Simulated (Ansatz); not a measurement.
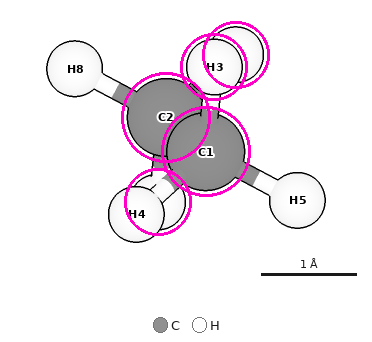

Energy scan for C2H6, in which the H6–C2–H7 angle and the H3–C1–C2–H6 dihedral angle are varied on a grid, with the rest of the molecule carried along rigidly. The picture shows the minimum geometry. The ringed atoms are those of the scanned coordinate. The picture is a ball-and-stick view, seen almost along the central bond, with a slight tilt.

Computed with Ansatz: CCSD(T), basis def2-TZVPP, on geometries moved rigidly from the minimum at PBE0-D4/def2-TZVP. Coupled cluster with a frozen core. Energies are counted from the PBE0-D4/def2-TZVP minimum geometry at the same level.

```xyz
8

C    -0.3268    0.1322   -0.6725
C     0.3268   -0.1322    0.6725
H     0.0705   -0.5296   -1.4459
H    -1.4071   -0.0257   -0.6290
H    -0.1586    1.1602   -1.0024
H    -0.0704    0.5296    1.4459
H     1.4071    0.0256    0.6289
H     0.1585   -1.1601    1.0025
```

> What energies does the calculation give on a grid with rows 89.5, 95.5, 101.5, 107.5, 113.5, 119.5, 125.5 and columns −170.1, −153.0, −135.8, −118.7, −101.5, −84.4, −67.3 (H6–C2–H7 angle (°); H3–C1–C2–H6 dihedral angle (°))?

Rows: H6–C2–H7 angle (°); columns: H3–C1–C2–H6 dihedral angle (°); values in kJ/mol.

```
       −170.1  −153.0  −135.8  −118.7  −101.5  −84.4  −67.3
 89.5    29.9    34.7    37.5    36.2    31.7   27.5   26.7
 95.5    14.1    19.0    22.8    22.6    18.6   13.8   11.8
101.5     4.4     9.1    13.8    14.7    11.2    6.1    3.1
107.5     0.8     5.2    10.4    12.4     9.7    4.4    0.4
113.5     3.2     7.1    12.8    15.8    13.9    8.6    3.9
119.5    11.8    15.1    21.0    25.0    23.9   18.7   13.3
125.5    26.3    29.1    35.2    39.9    39.7   34.8   28.8
```

In pairs of (H6–C2–H7 angle (°); H3–C1–C2–H6 dihedral angle (°)): the lowest computed point lies at (107.5, −67.3) (0.4 kJ/mol), the highest at (125.5, −118.7) (39.9 kJ/mol). It lies on the edge of the grid, so the true minimum may be outside the range scanned.

As a map, interpolated between the computed points (dots):

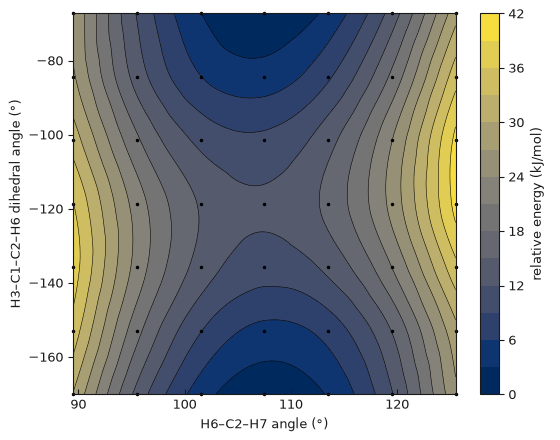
